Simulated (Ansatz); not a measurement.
**AlH2F (SMILES [H][Al]([H])[F]) at 6 levels**

We compute a comparison of 6 runs (HF/STO-3G, CAM-B3LYP/STO-3G, r2SCAN/STO-3G, RPA@PBE/STO-3G, MP2/STO-3G, UCCSD(T)/STO-3G) of AlH2F. 

The results are computed with Ansatz 0.2.0.

52 further runs of the same task are left out: 52 set aside as unsound or not needed.

## Step 1: The molecule

AlH2F has 4 atoms, charge 0, and is taken as a singlet. As SMILES, `[H][Al]([H])[F]`. The H2–Al1 distance was set to 2.292 Å, away from the relaxed value. At this shape a bond of the SMILES string is far longer than usual.

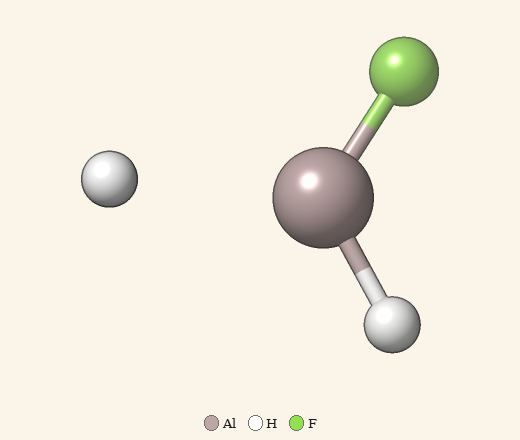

Viewed from a chosen angle; aluminium light grey, hydrogen white, fluorine green.

## Step 2: The energy at HF/STO-3G (run 1)

molecule.yaml

```yaml
crystal:
  periodic: [false, false, false]
  atoms:
    - {symbol: Al, position_ang: [-0.744051, 0.057955, -0.005630]}
    - {symbol: H, position_ang: [1.546910, -0.017870, 0.014080]}
    - {symbol: H, position_ang: [-1.502641, 1.384095, -0.025990]}
    - {symbol: F, position_ang: [-1.591171, -1.348355, -0.002170]}
basis:
  gaussian:
    orbitals: STO-3G
hamiltonian:
  xc: hf
accuracy: high
```

Command:

```
$ ansatz run molecule.yaml --threads 1 --pin off --max-ram 2610MiB --events-out events.jsonl --progress --plain --runs-dir runs
```

Standard output:

```text
Warning: RAYON_NUM_THREADS=1 ignored (pool sized by the plan → 1); use --threads N
Functional definition: HF
  name "HF"
  exchange = exact_x
  correlation = 0
267 factors; integrals over basis functions are off by at most 5.3e-9 eV
mean field evaluation 1: about -9197.0276 eV, gradient 2.3e1 eV
mean field evaluation 2: about -9197.0340 eV, gradient 2.3e1 eV
mean field evaluation 4: about -9199.8468 eV, gradient 1.3e0 eV
mean field evaluation 8: about -9199.8552 eV, gradient 6.5e-4 eV
mean field -9199.85519028 eV, -338.0884423569 hartree, gradient 9.8e-9 eV, S^2 0.000000; 0 other end points of the search recorded, 0 dependent functions left out
reference -9199.85519028 eV, -338.0884423569 hartree; 12, 12 occupied and 4, 4 virtual orbitals, 267 factors
Total energy: -9199.85519028 eV, -338.0884423569 hartree
```

Wall time 0.08 s (1 thread of Arm Neoverse V1, shared host).

## Step 3: A single-point energy at CAM-B3LYP/STO-3G (run 2)

in.yaml

```yaml
crystal:
  periodic: [false, false, false]
  atoms:
    - {symbol: Al, position_ang: [-0.744051, 0.057955, -0.005630]}
    - {symbol: H, position_ang: [1.546910, -0.017870, 0.014080]}
    - {symbol: H, position_ang: [-1.502641, 1.384095, -0.025990]}
    - {symbol: F, position_ang: [-1.591171, -1.348355, -0.002170]}
basis:
  gaussian:
    orbitals: STO-3G
accuracy: high
hamiltonian:
  xc: {name: CAM-B3LYP}
```

Command:

```
$ ansatz run in.yaml --threads 1 --pin off --max-ram 2610MiB --events-out events.jsonl --progress --plain --runs-dir runs
```

Standard output:

```text
Warning: RAYON_NUM_THREADS=1 ignored (pool sized by the plan → 1); use --threads N
Functional definition: CAM-B3LYP
  name "CAM-B3LYP"
  parameter alpha = 0.19
  parameter beta = 0.46
  parameter omega = 0.33/bohr
  parameter ac = 0.81
  exchange = (1 - alpha - beta)*b88_x + beta*b88_x_sr(omega) + alpha*exact_x + beta*exact_x_lr(omega)
  correlation = (1 - ac)*vwn5_c + ac*lyp_c
267 factors; integrals over basis functions are off by at most 5.3e-9 eV
124 factors; integrals over basis functions are off by at most 1.0e-9 eV
mean field evaluation 1: about -9219.3645 eV, gradient 2.6e1 eV
mean field evaluation 2: about -9219.2658 eV, gradient 3.2e1 eV
mean field evaluation 4: about -9222.9052 eV, gradient 9.3e-1 eV
mean field evaluation 8: about -9222.8682 eV, gradient 5.0e-3 eV
mean field evaluation 16: about -9222.8682 eV, gradient 1.4e-8 eV
mean field -9222.86819245 eV, -338.9341545878 hartree, gradient 4.3e-8 eV, S^2 0.000000; 0 other end points of the search recorded, 0 dependent functions left out
reference -9222.86820415 eV, -338.9341550179 hartree; 12, 12 occupied and 4, 4 virtual orbitals, 267 factors
Total energy: -9222.86820415 eV, -338.9341550179 hartree
```

Wall time 0.93 s (1 thread of Arm Neoverse V1, shared host).

Runs 3 to 5 aren't shown in full; the table further down has their settings and results.

## Step 4: The energy at UCCSD(T)/STO-3G (run 6)

job.yaml

```yaml
crystal:
  periodic: [false, false, false]
  atoms:
    - {symbol: Al, position_ang: [-0.744051, 0.057955, -0.005630]}
    - {symbol: H, position_ang: [1.546910, -0.017870, 0.014080]}
    - {symbol: H, position_ang: [-1.502641, 1.384095, -0.025990]}
    - {symbol: F, position_ang: [-1.591171, -1.348355, -0.002170]}
basis:
  gaussian:
    orbitals: STO-3G
scf:
  omitted_lower_state_checks: [cluster_reference, increment]
magnetization:
  spin_polarized: true
  initial_magnetization: 0
accuracy: high
correlation:
  method: ccsd_t
  frozen_orbitals: {Al: 5, F: 1, H: 0}
```

Command:

```
$ ansatz run job.yaml --threads 1 --pin off --max-ram 2610MiB --events-out events.jsonl --progress --plain --runs-dir runs
```

Standard output (excerpt; [...] marks lines left out):

```text
Warning: RAYON_NUM_THREADS=1 ignored (pool sized by the plan → 1); use --threads N
[... 2 set-up lines as earlier in the session ...]
[...]
267 factors; integrals over basis functions are off by at most 5.3e-9 eV
[...]
mean field -9200.23694080 eV, -338.1024714300 hartree, gradient 3.0e-8 eV, S^2 0.498217; 2 other end points of the search recorded, 0 dependent functions left out
6 core orbitals not correlated: weight in the atoms' cores, before any rotation towards them, 1.000 or more for the frozen orbitals, at most 0.000 for the correlated occupied ones
reference -9200.23694080 eV, -338.1024714300 hartree; 6, 6 occupied and 4, 4 virtual orbitals, 267 factors
second order -1.19701347 eV of doubles, -0.00000000 eV of singles
cycle   1  -1.41536705 eV  change   -2.2e-1 eV  update   9.0e-2
[...]
cycle  30  -2.26491552 eV  change   4.4e-10 eV  update  2.6e-10
perturbative correction -0.13896744 eV, -0.0051069593 hartree
Total energy: -9202.64082377 eV, -338.1908124995 hartree
Checks for a lower state left out: cluster_reference, increment
```

It took 0.2 s on 1 thread of Arm Neoverse V1, shared host.

## Step 5: Overview of the runs

| run | level | frozen core orbitals | energy (Eh) | wall time |
| --- | --- | --- | --- | --- |
| 1 | HF/STO-3G | – | -338.088442 | 0.08 s |
| 2 | CAM-B3LYP/STO-3G | – | -338.934155 | 0.93 s |
| 3 | r2SCAN/STO-3G | – | -338.950025 | 1.9 s |
| 4 | RPA@PBE/STO-3G | 6 | -338.230722 | 1.2 s |
| 5 | MP2/STO-3G | 6 | -338.155581 | 0.08 s |
| 6 | UCCSD(T)/STO-3G | 6 | -338.190812 | 0.2 s |

## Step 6: What came out

| quantity | value |
| --- | --- |
| run 6: total energy | -338.19081 Eh |
| run 6: correlation energy (6 core orbitals frozen) | -88.3 mEh |
| run 6: (T) correction | -5.11 mEh |
| run 6: ⟨S²⟩ of the reference determinant | 0.498 |
| run 6: T1 diagnostic | 0.076 |

What this shows: Below the HF energy at the same shape and in the same basis (STO-3G): MP2 -67.1 mEh; UCCSD(T) -102.4 mEh. Some of these start from another determinant than that one, so these aren't their correlation energies. Totals of different functionals can't be ranked against each other. In run 5 the log says that unrestricted orbitals would lower the reference, so the values rest on an unstable closed-shell determinant (other closed-shell runs at this shape may share the fault). In runs 1, 2, 3, 4, 5, 6 the basis is minimal, so the values are rough. Spin contamination of the reference: run 6 ⟨S²⟩ = 0.50. All runs together took 4.4 s, the longest 1.9 s.
